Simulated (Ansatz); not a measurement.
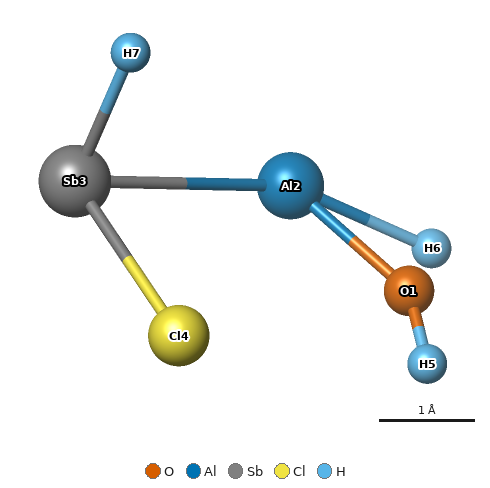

*The structure (ball-and-stick view, seen at a tilt; atoms are numbered from 1 in the order of the input). Sticks mark near contacts.*

Bond lengths as drawn: Al–H 1.72 Å, Al–O 1.79 Å, Al–Sb 2.75 Å, Cl–Sb 2.43 Å, H–O 0.95 Å and H–Sb 1.70 Å.

## Phonon calculation of AlSbH$_{3}$ClO

The run: phonon calculation of AlSbH$_{3}$ClO. Method and program: RHF/def2-SVP (Ansatz 0.2.0).

It belongs to a series of runs on one base structure; here: vibrations at the highest image of the band. Figures and captions count atoms from 1; the log counts them from 0 in places.

### The program's output
```
Engine: ansatz 0.2.0, x86_64-unknown-linux-gnu
Functional definition: HF
  exchange = exact_x
  correlation = 0
1016 factors; integrals over basis functions are off by at most 3.2e-4 eV
mean field evaluation 1: about -27669.0362 eV, gradient 3.7e1 eV
mean field evaluation 2: about -27669.0421 eV, gradient 3.7e1 eV
mean field evaluation 4: about -27672.4465 eV, gradient 2.8e0 eV
mean field evaluation 8: about -27672.5122 eV, gradient 1.4e-1 eV
mean field evaluation 16: about -27653.6155 eV, gradient 1.9e1 eV
mean field -27672.51254958 eV, -1016.9460790943 hartree, gradient 1.0e-5 eV, S^2 0.000000; 0 other end points of the search recorded, 0 dependent functions left out
the calculation of the forces begins
reference -27672.51254958 eV, -1016.9460790943 hartree; 32, 32 occupied and 59, 59 virtual orbitals, 1016 factors
these checks for a lower state are left out or cut short: stability, starts, cluster_reference, orbital_swaps, neighbouring_geometries, increment
1016 factors; integrals over basis functions are off by at most 3.2e-4 eV
mean field -27672.51246917 eV, -1016.9460761394 hartree, gradient 1.5e-6 eV, S^2 0.000000; 0 other end points of the search recorded, 0 dependent functions left out
[... from here on the field's lines of each further geometry are left out, up to the last ...]
the calculation of the forces begins
reference -27672.51253749 eV, -1016.9460786501 hartree; 32, 32 occupied and 59, 59 virtual orbitals, 1016 factors
these checks for a lower state are left out or cut short: stability, starts, cluster_reference, orbital_swaps, neighbouring_geometries, increment
1016 factors; integrals over basis functions are off by at most 3.2e-4 eV
mean field -27672.51253240 eV, -1016.9460784629 hartree, gradient 1.5e-6 eV, S^2 0.000000; 0 other end points of the search recorded, 0 dependent functions left out
the calculation of the forces begins
reference -27672.51253240 eV, -1016.9460784629 hartree; 32, 32 occupied and 59, 59 virtual orbitals, 1016 factors
WARN: phonons: modes at or below zero, which the zero-point energy, F, S and C_V leave out: 2, the lowest at -2053.84 cm⁻¹. A minimum has none, and a first-order saddle one
Total energy: -27672.51254958 eV, -1016.9460790943 hartree
Atom 0 at    -0.693892     1.348834    -0.416503 Å, force     0.008581     0.012659     0.002302 eV/Å
Atom 1 at     0.270808     0.788092     0.986205 Å, force    -0.002637    -0.000973     0.000104 eV/Å
Atom 2 at     0.719402    -1.926952     0.919724 Å, force     0.001421     0.000772    -0.001720 eV/Å
Atom 3 at    -0.578411    -1.968503    -1.131650 Å, force    -0.002541    -0.000397     0.000530 eV/Å
Atom 4 at    -1.331551     1.129117    -1.091900 Å, force    -0.004623    -0.008547    -0.003169 eV/Å
Atom 5 at    -0.536817     2.247499     0.556009 Å, force    -0.000414    -0.003604     0.000936 eV/Å
Atom 6 at     2.211561    -1.686087     0.132416 Å, force     0.000213     0.000089     0.001017 eV/Å
Dipole moment:     0.051102     0.195611     0.310766 e Å
Vibrations: -2053.84 -11.14 90.24 127.93 176.65 277.32 348.86 391.33 490.94 664.14 691.75 763.21 1781.76 2046.82 4026.39 cm⁻¹, zero-point energy 0.736302 eV
```

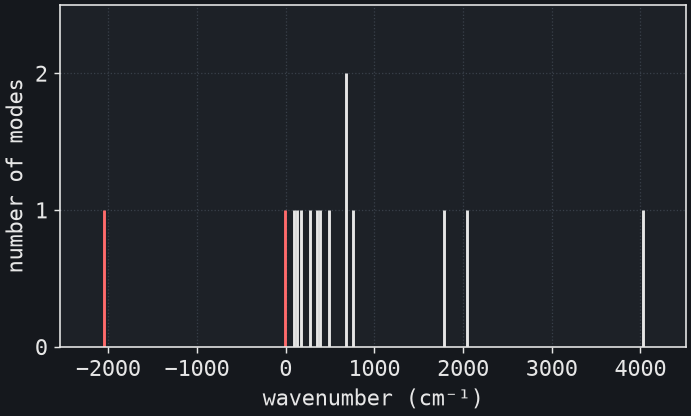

*Harmonic vibrational wavenumbers from the force constants; neighbouring modes closer than 28 cm⁻¹ are counted in one stick, and imaginary ones are drawn at negative wavenumbers.*

15 modes from 2054i to 4026 cm⁻¹, 2 imaginary beyond 8i (2054i, 11i cm⁻¹): not a minimum.

The run was set up as follows.

### Input file
```yaml
crystal:
  periodic: [false, false, false]
  atoms:
    - { symbol: O, position_ang: [-0.693892, 1.348834, -0.416503] }
    - { symbol: Al, position_ang: [0.270808, 0.788092, 0.986205] }
    - { symbol: Sb, position_ang: [0.719402, -1.926952, 0.919724] }
    - { symbol: Cl, position_ang: [-0.578411, -1.968503, -1.13165] }
    - { symbol: H, position_ang: [-1.331551, 1.129117, -1.0919] }
    - { symbol: H, position_ang: [-0.536817, 2.247499, 0.556009] }
    - { symbol: H, position_ang: [2.211561, -1.686087, 0.132416] }
basis:
  gaussian: { orbitals: def2-SVP }
hamiltonian:
  xc: hf
phonons: {}
```

Command:
```bash
ansatz run input.yaml --threads 1 --pin off --max-ram 2048MiB --backend cpu --events-out ev --progress --plain --runs-dir out
```

### Key numbers

- outcome: converged
- total energy: −27672.5125 eV
- mean-field energy: −27672.5125 eV
- largest force (length of the vector): 0.015 eV/Å
- hardware: 1 thread of Intel Xeon @ 2.70GHz, 189 GiB of memory available, shared host
- wall time: 1.7 min
- peak memory: 0.2 GiB
